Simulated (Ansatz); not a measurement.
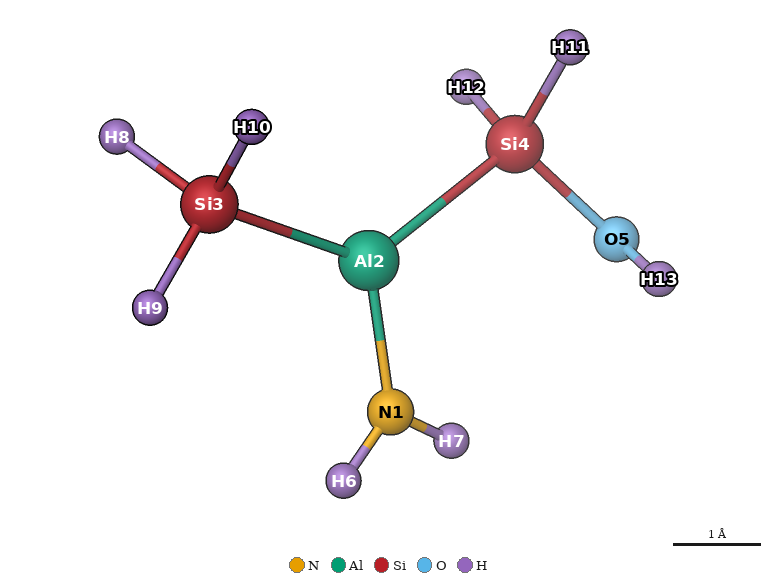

Orthographic view. Atoms fade into the background with distance from the viewer. Computed geometry: PBE-D4/def2-SVP optimisation. No frequency run is at hand to confirm it as a minimum.

List the bonded neighbours of every atom.

N1: Al2, H6, H7
Al2: N1, Si3, Si4
Si3: Al2, H8, H9, H10
Si4: Al2, O5, H11, H12
O5: Si4, H13
(terminal hydrogens appear only as neighbours)
